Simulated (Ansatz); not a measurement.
# H3PO (SMILES O=[PH3]): levels of theory compared

Aim: a comparison of 6 runs (HF/STO-3G, UHF/STO-3G, UB3LYP/STO-3G, r2SCAN/STO-3G, wB97M-V/STO-3G, CCSD(T)/STO-3G) of H3PO. 

The results are computed with Ansatz 0.2.0.

62 further runs of the same task are left out: 5 that didn't finish, 57 set aside as unsound or not needed.

**1. The structure to begin with**

H3PO has 5 atoms, charge 0, and is taken as a singlet. As SMILES, `O=[PH3]`. The P2–O1 distance was set to 2.179 Å, away from the relaxed value.

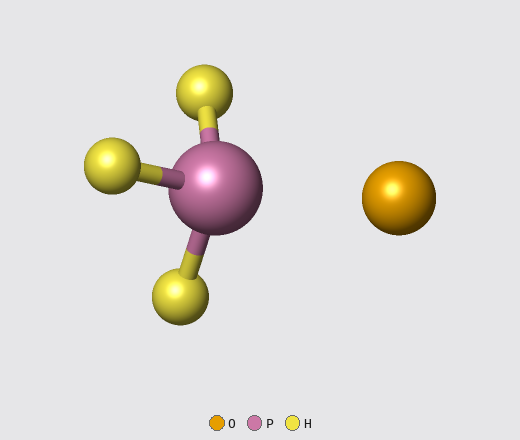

Viewed from a chosen angle; oxygen amber, phosphorus pink, hydrogen yellow.

**2. A single-point energy at HF/STO-3G (run 1)**

Contents of run.yaml:

```yaml
basis:
  gaussian: {orbitals: STO-3G}
crystal:
  periodic: [false, false, false]
  atoms:
    - symbol: O
      position_ang: [-2.043698, -0.485083, 0.788165]
    - symbol: P
      position_ang: [-0.058510, -0.014650, 0.022530]
    - symbol: H
      position_ang: [0.807060, 0.564860, 0.939400]
    - symbol: H
      position_ang: [0.663660, -1.098320, -0.454890]
    - symbol: H
      position_ang: [-0.030250, 0.876380, -1.039990]
total_charge: 0
hamiltonian: {xc: hf}
accuracy: high
```

Command:

```console
$ ansatz run run.yaml --threads 1 --pin off --max-ram 2610MiB --events-out events.jsonl --progress --plain --runs-dir runs
```

What it wrote:

```text
Warning: RAYON_NUM_THREADS=1 ignored (pool sized by the plan → 1); use --threads N
Functional definition: HF
  name "HF"
  exchange = exact_x
  correlation = 0
284 factors; integrals over basis functions are off by at most 2.7e-8 eV
mean field evaluation 1: about -11205.2091 eV, gradient 4.6e1 eV
mean field evaluation 2: about -11205.2180 eV, gradient 4.6e1 eV
mean field evaluation 4: about -11218.8534 eV, gradient 1.1e1 eV
mean field evaluation 8: about -11219.9837 eV, gradient 9.1e-5 eV
mean field evaluation 16: about -11216.1141 eV, gradient 1.8e0 eV
mean field -11219.96108019 eV, -412.3259645343 hartree, gradient 1.8e-8 eV, S^2 0.000000; 0 other end points of the search recorded, 0 dependent functions left out
reference -11219.96108019 eV, -412.3259645343 hartree; 13, 13 occupied and 4, 4 virtual orbitals, 284 factors
Total energy: -11219.96108019 eV, -412.3259645343 hartree
```

Run time: 0.1 s. Hardware: 1 thread of Arm Neoverse V1, shared host.

**3. The energy at UHF/STO-3G (run 2)**

Contents of job.yaml:

```yaml
basis:
  gaussian:
    orbitals: STO-3G
crystal:
  periodic: [false, false, false]
  atoms:
    - {symbol: O, position_ang: [-2.043698, -0.485083, 0.788165]}
    - {symbol: P, position_ang: [-0.058510, -0.014650, 0.022530]}
    - {symbol: H, position_ang: [0.807060, 0.564860, 0.939400]}
    - {symbol: H, position_ang: [0.663660, -1.098320, -0.454890]}
    - {symbol: H, position_ang: [-0.030250, 0.876380, -1.039990]}
magnetization:
  spin_polarized: true
hamiltonian:
  xc: hf
accuracy: high
```

Command:

```console
$ ansatz run job.yaml --threads 1 --pin off --max-ram 2610MiB --events-out events.jsonl --progress --plain --runs-dir runs
```

What it wrote, cut to the lines that bear on the results:

```text
Warning: RAYON_NUM_THREADS=1 ignored (pool sized by the plan → 1); use --threads N
[... 2 set-up lines as earlier in the session ...]
[...]
284 factors; integrals over basis functions are off by at most 2.7e-8 eV
[...]
mean field -11220.82141756 eV, -412.3575813496 hartree, gradient 2.9e-8 eV, S^2 0.841066; 5 other end points of the search recorded, 0 dependent functions left out
reference -11220.82141756 eV, -412.3575813496 hartree; 13, 13 occupied and 4, 4 virtual orbitals, 284 factors
Total energy: -11220.82141756 eV, -412.3575813496 hartree
```

Run time: 0.4 s. Hardware: 1 thread of Arm Neoverse V1, shared host.

Runs 3 to 5 aren't shown in full; the table further down has their settings and results.

**4. A single-point energy at CCSD(T)/STO-3G (run 6)**

Contents of run.yaml:

```yaml
crystal:
  periodic: [false, false, false]
  atoms:
    - {symbol: O, position_ang: [-2.043698, -0.485083, 0.788165]}
    - {symbol: P, position_ang: [-0.058510, -0.014650, 0.022530]}
    - {symbol: H, position_ang: [0.807060, 0.564860, 0.939400]}
    - {symbol: H, position_ang: [0.663660, -1.098320, -0.454890]}
    - {symbol: H, position_ang: [-0.030250, 0.876380, -1.039990]}
basis:
  gaussian: {orbitals: STO-3G}
total_charge: 0
correlation: {method: ccsd_t, frozen_orbitals: {H: 0, O: 1, P: 5}}
accuracy: high
scf: {omitted_lower_state_checks: [cluster_reference, increment]}
```

Command:

```console
$ ansatz run run.yaml --threads 1 --pin off --max-ram 2610MiB --events-out events.jsonl --progress --plain --runs-dir runs
```

What it wrote, cut to the lines that bear on the results:

```text
Warning: RAYON_NUM_THREADS=1 ignored (pool sized by the plan → 1); use --threads N
[... 2 set-up lines as earlier in the session ...]
[...]
284 factors; integrals over basis functions are off by at most 2.7e-8 eV
[...]
mean field -11219.96108019 eV, -412.3259645343 hartree, gradient 1.8e-8 eV, S^2 0.000000; 1 other end points of the search recorded, 0 dependent functions left out; unrestricted orbitals would lower it
6 core orbitals not correlated: weight in the atoms' cores, before any rotation towards them, 1.000 or more for the frozen orbitals, at most 0.000 for the correlated occupied ones
reference -11219.96108019 eV, -412.3259645343 hartree; 7, 7 occupied and 4, 4 virtual orbitals, 284 factors
second order -1.54354980 eV of doubles, -0.00000000 eV of singles
cycle   1  -2.01531335 eV  change   -4.7e-1 eV  update   6.2e-2
[...]
cycle  35  -2.40141279 eV  change   7.2e-10 eV  update  8.4e-10
perturbative correction -0.01704199 eV, -0.0006262816 hartree
Total energy: -11222.37953497 eV, -412.4148411082 hartree
Checks for a lower state left out: cluster_reference, increment
```

Wall time 0.16 s (1 thread of Arm Neoverse V1, shared host).

**5. All runs side by side**

```tsv
run	level	frozen core orbitals	energy (Eh)	wall time
1	HF/STO-3G	–	-412.325965	0.1 s
2	UHF/STO-3G	–	-412.357581	0.4 s
3	UB3LYP/STO-3G	–	-413.271859	34 s
4	r2SCAN/STO-3G	–	-413.199634	2.5 s
5	wB97M-V/STO-3G	–	-413.272093	15 s
6	CCSD(T)/STO-3G	6	-412.414841	0.16 s
```

**6. Outcome**

| quantity | value |
| --- | --- |
| run 6: total energy | -412.41484 Eh |
| run 6: correlation energy (6 core orbitals frozen) | -88.9 mEh |
| run 6: (T) correction | -0.63 mEh |
| run 6: T1 diagnostic | 0.010 |

Totals of different functionals can't be ranked against each other. In run 6 the log says that unrestricted orbitals would lower the reference, so the values rest on an unstable closed-shell determinant (other closed-shell runs at this shape may share the fault). In runs 1, 2, 3, 4, 5, 6 the basis is minimal, so the values are rough. Spin contamination of the reference: run 2 ⟨S²⟩ = 0.84, run 3 ⟨S²⟩ = 0.73. Where it is this large, the reference is a mixture of spin states, and values that rest on it are in doubt. All runs together took 52 s, the longest 34 s.
